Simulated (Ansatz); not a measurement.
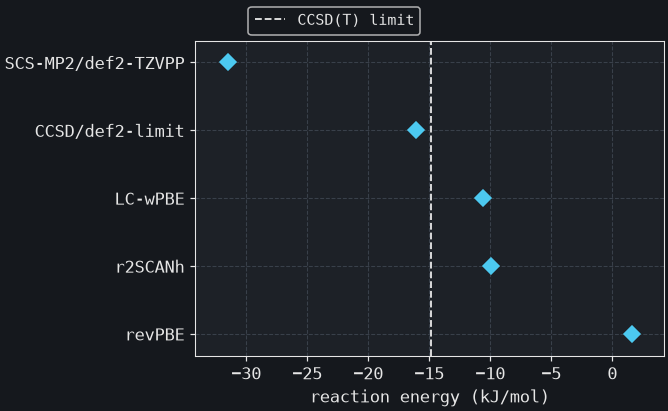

Electronic reaction energy of GeSiH₅F (F[SiH2][GeH3]) + BH₂OF (OBF) → BGeH₄OF (FB[O][GeH3]) + SiH₃F (F[SiH3]) (SMILES in brackets) at several levels (functionals in def2-TZVPP unless a basis is named), isolated molecules at PBE0-D4 triple-zeta geometries, minima by their frequencies, no zero-point or thermal terms, the Ansatz code 0.2.0. The line is frozen-core CCSD(T) at the basis limit (MP2 extrapolated from triple and quadruple zeta, plus CCSD(T) less MP2 in a smaller set). The distance of SCS-MP2/def2-TZVPP to the limit includes basis error. The limit lies 5.7 kJ/mol from CCSD(T)/def2-TZVPP, so the line itself is uncertain by a part of that.

> What do zero-point energy and temperature add?

Zero-point change −6.0 kJ/mol; at 298.15 K and 1 bar the CCSD(T) limit plus thermal terms gives an enthalpy of reaction of −21.0 and a free energy of −18.1 kJ/mol (harmonic PBE0-D4 modes, ideal gas).

> What range do the values span, the line included?

From −31.5 kJ/mol (SCS-MP2/def2-TZVPP) to 1.6 kJ/mol (revPBE).

Known limits of this run: no scalar relativity up to krypton; outer-core shells are correlated without core-valence functions, which makes the correlated values less sure; one conformer of each flexible molecule.
